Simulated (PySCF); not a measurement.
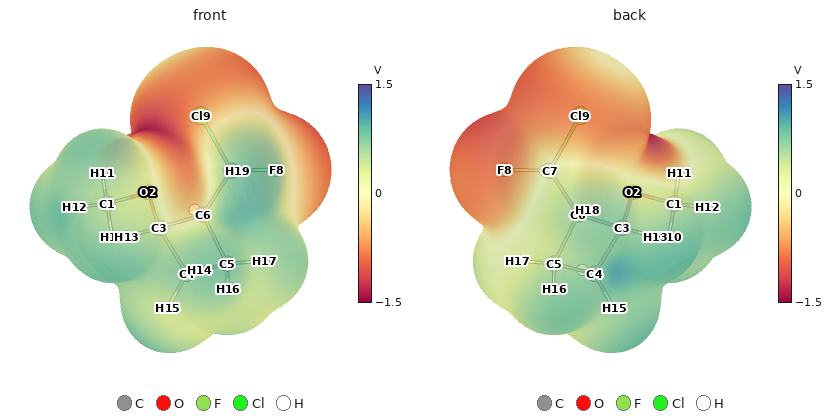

Figure. C₆H₁₀ClFO. The electrostatic potential painted on the density surface at 0.002 e/bohr³, seen from the front and from behind; red is negative and blue positive.

Geometry: GFN2-xTB.

These are results of PBE0/pcSseg-1, SCF density, gas phase, non-relativistic (PySCF), not measurements.

```json
{"atom": "C", "x (Å)": "2.2950", "y (Å)": "-1.0201", "z (Å)": "-0.7414"}
{"atom": "O", "x (Å)": "0.9274", "y (Å)": "-1.0192", "z (Å)": "-0.4101"}
{"atom": "C", "x (Å)": "0.2902", "y (Å)": "0.1996", "z (Å)": "-0.6742"}
{"atom": "C", "x (Å)": "0.4814", "y (Å)": "1.3223", "z (Å)": "0.3719"}
{"atom": "C", "x (Å)": "-1.0427", "y (Å)": "1.4231", "z (Å)": "0.5302"}
{"atom": "C", "x (Å)": "-1.2253", "y (Å)": "0.1843", "z (Å)": "-0.3708"}
{"atom": "C", "x (Å)": "-1.6808", "y (Å)": "-1.0486", "z (Å)": "0.3808"}
{"atom": "F", "x (Å)": "-2.8979", "y (Å)": "-0.8240", "z (Å)": "0.9547"}
{"atom": "Cl", "x (Å)": "-1.8435", "y (Å)": "-2.4323", "z (Å)": "-0.7208"}
{"atom": "H", "x (Å)": "2.8505", "y (Å)": "-0.2786", "z (Å)": "-0.1564"}
{"atom": "H", "x (Å)": "2.6651", "y (Å)": "-2.0169", "z (Å)": "-0.5109"}
{"atom": "H", "x (Å)": "2.4422", "y (Å)": "-0.8117", "z (Å)": "-1.8078"}
{"atom": "H", "x (Å)": "0.5104", "y (Å)": "0.5279", "z (Å)": "-1.6997"}
{"atom": "H", "x (Å)": "0.9833", "y (Å)": "0.9600", "z (Å)": "1.2662"}
{"atom": "H", "x (Å)": "0.9817", "y (Å)": "2.2182", "z (Å)": "0.0133"}
{"atom": "H", "x (Å)": "-1.4699", "y (Å)": "2.3240", "z (Å)": "0.0980"}
{"atom": "H", "x (Å)": "-1.4178", "y (Å)": "1.3057", "z (Å)": "1.5438"}
{"atom": "H", "x (Å)": "-1.8702", "y (Å)": "0.3322", "z (Å)": "-1.2376"}
{"atom": "H", "x (Å)": "-0.9889", "y (Å)": "-1.3367", "z (Å)": "1.1783"}
```

Describe the electrostatic potential map.

Answer. The most negative region (about −1.4 V) lies over O2 and Cl9, the most positive (about +1.0 V) over the C and H atoms.
